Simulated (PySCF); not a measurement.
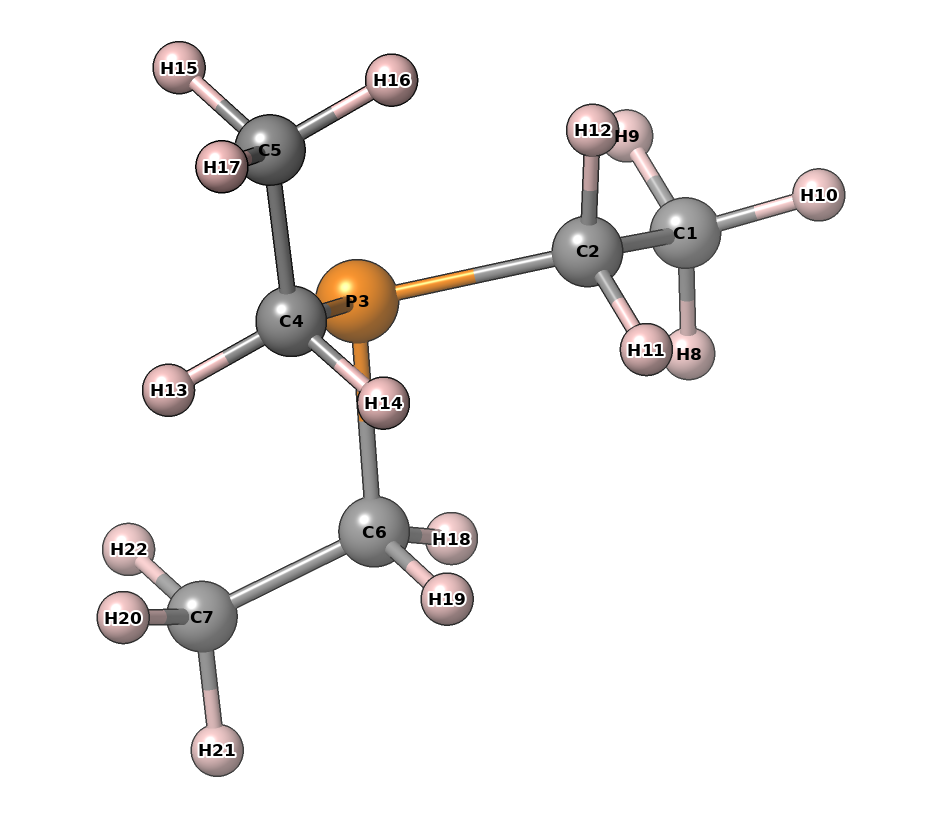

P3 lies behind C4. The molecule seen a little off the C4–P3 bond, C4 in front. Atoms fade into the background with distance from the viewer. Computed geometry: PBE0-D3(BJ)/def2-SVP optimisation. No frequency run is at hand to confirm it as a minimum.

Q: What is the torsion angle C5–C4–P3–C2? The sign is positive where the front bond must turn clockwise to cover the back bond.

A: 77°, synclinal (gauche).
